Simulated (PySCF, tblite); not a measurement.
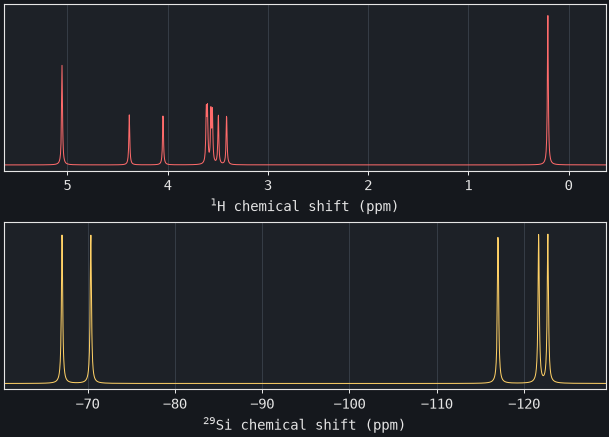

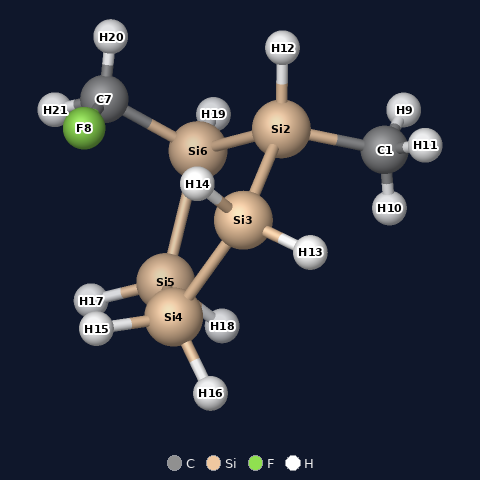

Spectrum and numbered structure of C₂H₁₃FSi₅, SMILES C[Si@@H]1[SiH2][SiH2][SiH2][Si@H]1CF. GIAO shifts, PBE0/pcSseg-1, PySCF, at a GFN2-xTB geometry (a minimum by its frequencies), against TMS for ¹H and TMS for ²⁹Si computed at the same level. Gas phase, fully decoupled, line heights follow the number of nuclei, widths are arbitrary (no quadrupolar broadening); values of one conformer, averaged over methyl-type rotors and exact or near symmetry; other conformers aren't averaged in.

Assign the ¹H signals to the numbered atoms.

Answer.
```csv
δ (ppm),nuclei,atoms
5.05,2,"H20, H21"
4.38,1,H12
4.05,1,H19
3.61,1,H16
3.60,1,H17
3.57,1,H15
3.55,1,H14
3.49,1,H18
3.41,1,H13
0.21,3,"H9, H10, H11"
```

The order of signals that lie close, as those under 0.08 ppm apart, is within the error of the method.

Assign the ²⁹Si signals to the numbered atoms.

Answer.
| δ (ppm) | nuclei | atoms |
| --- | --- | --- |
| −67.1 | 1 | Si6 |
| −70.4 | 1 | Si2 |
| −117.0 | 1 | Si3 |
| −121.7 | 1 | Si5 |
| −122.7 | 1 | Si4 |

The order of signals that lie close, as those under 3 ppm apart, is within the error of the method.

Known limits of this run: the tight-binding geometry is rougher than a DFT one and adds to the error.
